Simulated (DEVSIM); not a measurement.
Structure: illuminated Si p-on-n cell, one wavelength, at 400 K.

```tsv
layer (left to right)	material	thickness (μm)	Nd (cm⁻³)	Na (cm⁻³)	τn (s)	τp (s)	absorption coefficient (cm⁻¹)
1	Si	0.0500	-	4.2e18	1.3e-6	8e-7	110
2	Si	210	1.5e15	-	1.9e-6	1.9e-6	110
```

Left contact: ohmic, minority electron recombination velocity 3e5 cm/s. Right contact: ohmic, minority hole recombination velocity 2e6 cm/s. Voltage is applied to the left contact. Recombination: SRH at mid-gap, radiative. Light enters at the left, 9.7e17 photons cm⁻² s⁻¹, one pass, no reflection. Mobility is constant in doping.

This is a model device: material constants are rounded textbook-type values typed into the input, and sizes, dopings and lifetimes were drawn at random. Values at 300 K; Nc and Nv go as T^1.5, mobilities as T to minus their exponent, the gap by Varshni's rule with the affinity fixed.

| parameter | Si |
|---|---|
| gap (eV) | 1.124 |
| affinity (eV) | 4.05 |
| permittivity | 11.7 |
| Nc (cm⁻³) | 2.86e19 |
| Nv (cm⁻³) | 3.1e19 |
| μn (cm²/Vs) | 1417 |
| μp (cm²/Vs) | 470 |
| T exponent of μn | 2.3 |
| T exponent of μp | 2.2 |
| B (cm³/s) | 4.7e-15 |
| Varshni α (eV/K) | 0.000473 |
| Varshni β (K) | 636 |

Model (solved in DEVSIM): 1D drift-diffusion, Boltzmann statistics, complete ionisation; no tunnelling, impact ionisation, image-force lowering or self-heating.

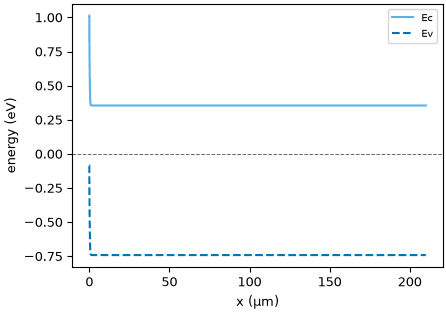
Band edges at zero bias, in the dark

Energies count from the Fermi level of the right contact; mesh points crowd at the junctions.

```tsv
x (μm)	Ec (eV)	Ev (eV)	n (cm⁻³)	p (cm⁻³)	field (V/cm)
0.000	1.013	-0.084	7700000	4.2e18	≈ 0
0.02000	1.013	-0.084	7700000	4.2e18	≈ 0
0.04000	1.012	-0.084	7800000	4.1e18	-3000
0.06210	0.893	-0.203	2.5e8	1.3e17	-40000
0.1347	0.749	-0.347	1.6e10	2.0e15	-14000
0.2718	0.592	-0.504	1.5e12	2.1e13	-9700
0.5820	0.399	-0.697	4.1e14	7.8e10	-3000
1.700	0.355	-0.742	1.5e15	2.1e10	≈ 0
3.812	0.355	-0.742	1.5e15	2.1e10	≈ 0
8.590	0.355	-0.742	1.5e15	2.1e10	≈ 0
19.40	0.355	-0.742	1.5e15	2.1e10	≈ 0
58.33	0.355	-0.742	1.5e15	2.1e10	≈ 0
124.4	0.355	-0.742	1.5e15	2.1e10	≈ 0
172.2	0.355	-0.742	1.5e15	2.1e10	≈ 0
197.5	0.355	-0.742	1.5e15	2.1e10	≈ 0
204.5	0.355	-0.742	1.5e15	2.1e10	≈ 0
207.6	0.355	-0.742	1.5e15	2.1e10	≈ 0
209.0	0.355	-0.742	1.5e15	2.1e10	≈ 0
209.7	0.355	-0.742	1.5e15	2.1e10	≈ 0
209.9	0.355	-0.742	1.5e15	2.1e10	≈ 0
210.0	0.355	-0.742	1.5e15	2.1e10	≈ 0
210.1	0.355	-0.742	1.5e15	2.1e10	≈ 0
```
